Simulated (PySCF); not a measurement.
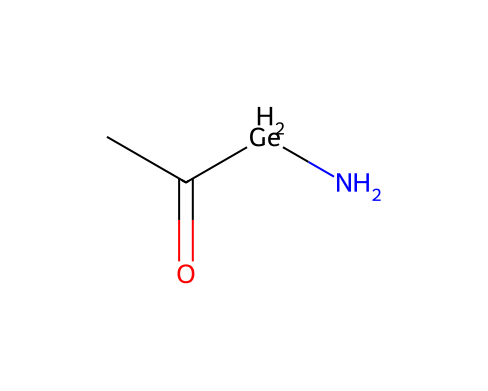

> Give its SMILES.

C[C](=O)[GeH2][NH2]

> Give the formula, hydrogens included.

C2H7GeNO.

> An optimisation with PBE0-D3(BJ)/def2-SVP gave a structure of which point group?

C1. Other conformers may differ.

More results for the same structure follow; atom numbers are the same in all pictures, views and colours differ. Computed geometry: PBE0-D3(BJ)/def2-SVP optimisation. No frequency run is at hand to confirm it as a minimum.

### Geometry

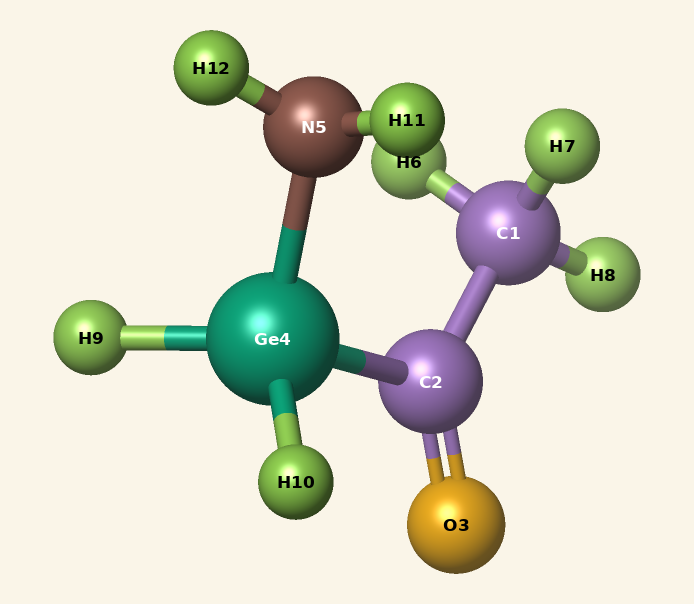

No frequency run is at hand to confirm it as a minimum.

List the bonds and their lengths.

| bond | length (Å) |
| --- | --- |
| C1–C2 | 1.503 |
| C1–H6 | 1.103 |
| C1–H7 | 1.101 |
| C1–H8 | 1.099 |
| C2–O3 | 1.207 |
| C2–Ge4 | 2.009 |
| Ge4–N5 | 1.844 |
| Ge4–H9 | 1.540 |
| Ge4–H10 | 1.544 |
| N5–H11 | 1.017 |
| N5–H12 | 1.016 |

### Core levels

No frequency run is at hand to confirm it as a minimum. Method: delta-SCF UKS SCAN, def2-TZVP on the ionised atom, pcseg-1 elsewhere, spin-free X2C (PySCF 2.14.0).

Give the core-electron binding energies (to vacuum) of C1 1s, C2 1s, O3 1s, N5 1s.

| atom | level | binding energy (eV) |
| --- | --- | --- |
| C1 | 1s | 291.3 |
| C2 | 1s | 293.3 |
| O3 | 1s | 538.3 |
| N5 | 1s | 405.2 |

### Excitation

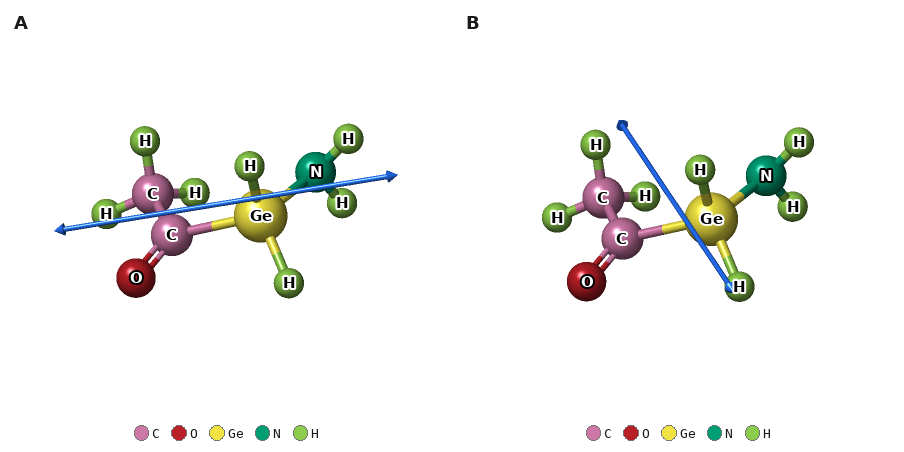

The double arrows show the directions of two transition dipoles from the ground state (lengths mean nothing). No frequency run is at hand to confirm it as a minimum. Properties computed with TDDFT PBE0/aug-cc-pVDZ, vertical, gas phase, core orbitals frozen in the response (PySCF 2.14.0).

> One belongs to singlet state 5 and one to singlet state 7. Which is which?

A: state 7, 6.34 eV (196 nm), oscillator strength 0.018, mainly HOMO → LUMO+4 (weight 0.82).
B: state 5, 6.18 eV (201 nm), oscillator strength 0.017, mainly HOMO−1 → LUMO+1 (weight 0.91).

### Polarisability

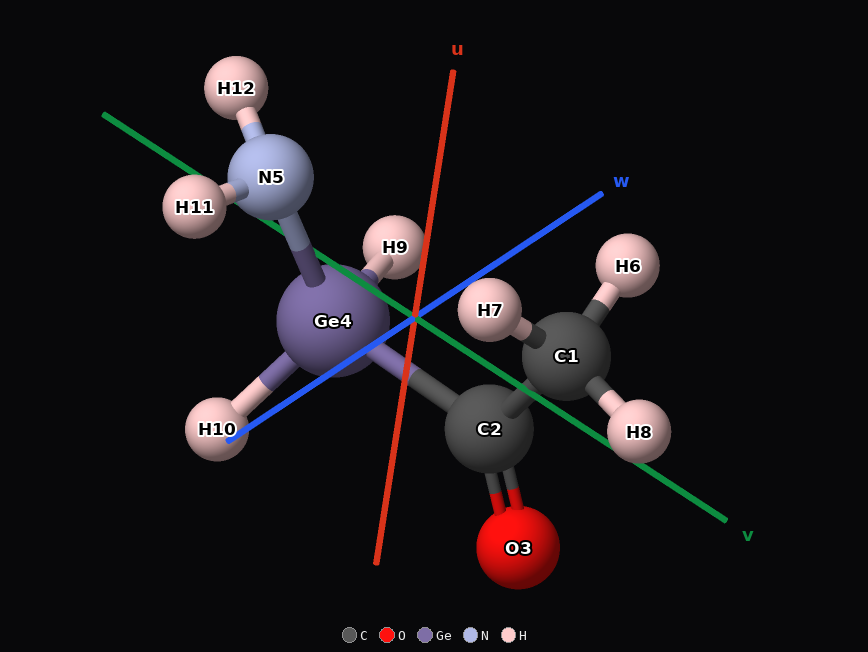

The lines u, v and w are the principal axes of the static dipole polarisability. No frequency run is at hand to confirm it as a minimum. Method: PBE0/def2-TZVPD (PySCF 2.14.0).

> Along which axis is the molecule most polarisable, and along which least?

Most along v (nearly parallel to the C2–Ge4 bond), least along w.

> Give the three principal values.

u 73.0, v 80.4, w 56.9 bohr³; mean 70.1, anisotropy 20.9 bohr³.
